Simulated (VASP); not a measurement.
Band structure of PbSe (relaxed from the alpha-GeTe structure, space group R3m). All values below come from r2SCAN meta-GGA, VASP's PBE PAW potentials (set 64) (plane waves; VASP).

Unless said otherwise, spin-orbit coupling is left out, though it shifts the bands of the heavy elements here.

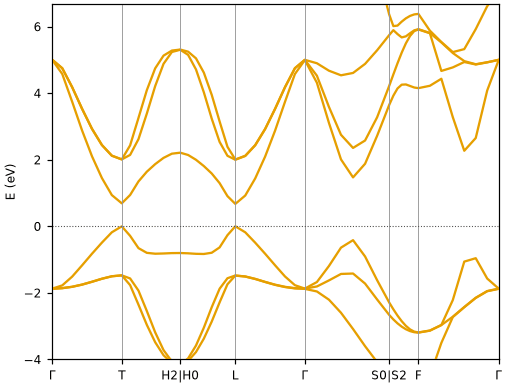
Bands along high-symmetry lines, zero at the valence-band maximum or, without a gap, the Fermi level

Task: Read the plot: is there a gap, and where are the band edges?

Result: The gap is direct, 0.67 eV, from the valence maximum at L to the conduction minimum at L.

The structure was generated: PbSe was put into the alpha-GeTe type (R3m), which need not be its known phase. It was relaxed first.
